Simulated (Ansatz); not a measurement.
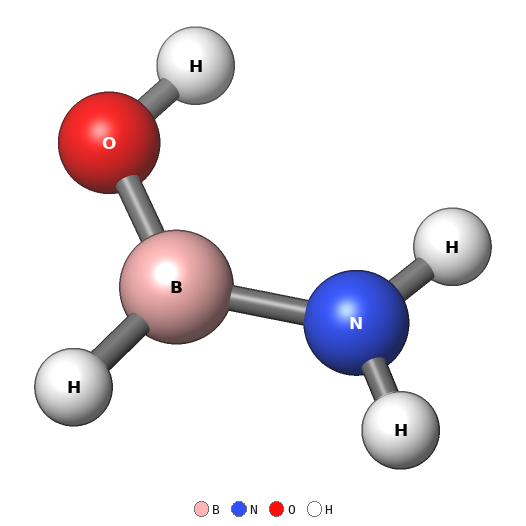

The picture shows a molecular structure as a ball-and-stick model.

The geometry was computed by an optimisation with PBE0-D4/def2-TZVP.

> Give the formula.

BH₄NO, 7 atoms: 1 boron, 4 hydrogen, 1 nitrogen and 1 oxygen.

> Which point group does it belong to?

Cs.

> How many atoms are distinct by symmetry?

7: 1 B, 1 N, 1 O, 1 H, 1 H, 1 H, 1 H.

> How many bonds of each kind are drawn?

2 N–H, 1 B–N, 1 B–H, 1 O–H, 1 B–O. Sticks follow a distance rule.

More results for the same structure follow; atom numbers are the same in all pictures, views and colours differ.

**Shape**

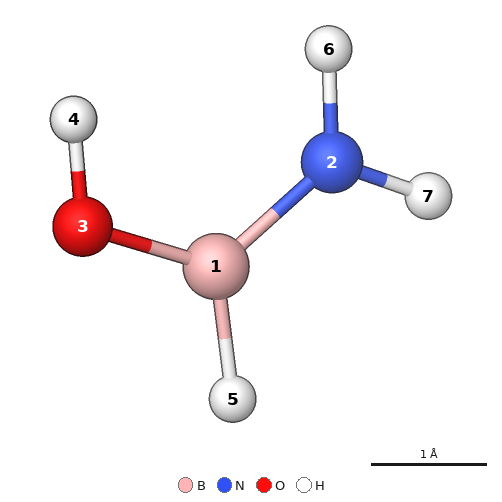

Atoms carry their numbers in the input.

Estimate the angles N2–B1–O3, N2–B1–H5, O3–B1–H5, B1–N2–H6, B1–N2–H7, H6–N2–H7, B1–O3–H4.

```csv
angle,degrees
N2–B1–O3,123.9
N2–B1–H5,119.2
O3–B1–H5,116.9
B1–N2–H6,125.0
B1–N2–H7,121.5
H6–N2–H7,113.5
B1–O3–H4,114.5
```

**Thermal motion**

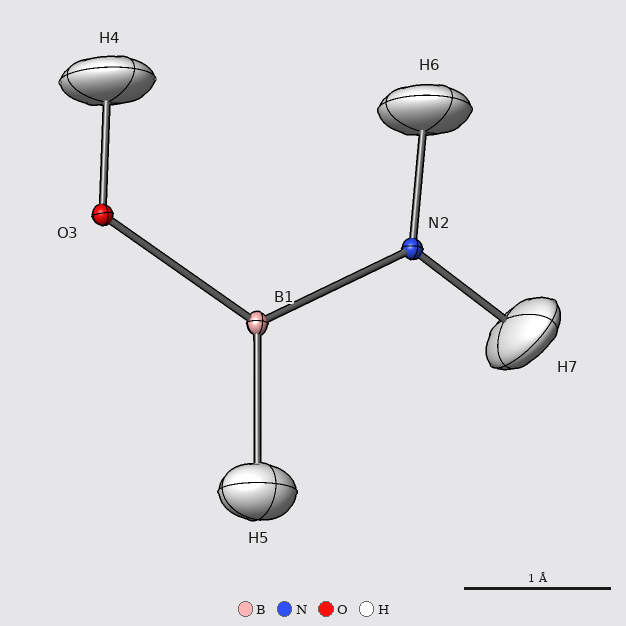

Displacement ellipsoids at the 50 % level, enlarged 1.5 times, from the internal vibrations of the free molecule (harmonic, no overall translation or rotation; no half-axis is drawn under 0.075 Å). Vibrations computed with RKS PBE0-D4/def2-TZVP (Ansatz 0.2.0). Temperature: 100 K.

Give the displacement parameters, one line for each set of equivalent atoms.

| atom | U_eq (Å²) | rms amplitudes (Å) |
| --- | --- | --- |
| B1 | 0.0010 | 0.028, 0.031, 0.037 |
| N2 | 0.00062 | 0.018, 0.024, 0.031 |
| O3 | 0.00047 | 0.016, 0.017, 0.030 |
| H4 | 0.0163 | 0.066, 0.136, 0.162 |
| H5 | 0.0112 | 0.085, 0.110, 0.120 |
| H6 | 0.0163 | 0.067, 0.131, 0.165 |
| H7 | 0.0165 | 0.071, 0.122, 0.172 |

**Electronic properties**

Properties computed with RKS PBE0-D4/def2-SVP (Ansatz 0.2.0).

> Give the dispersion correction at this level.

−5.7 kJ/mol.

> Give the dipole moment at this level.

4.41 D.

**Vibrations**

Harmonic vibrations computed with RKS PBE0-D4/def2-TZVP (Ansatz 0.2.0) at a stationary point of the same level.

> How many vibrational modes are there, and where do they lie?

15 modes: 436, 441, 484, 615, 862, 924, 993, 1103, 1224, 1441, 1637, 2628, 3626, 3729, 3879 cm⁻¹.
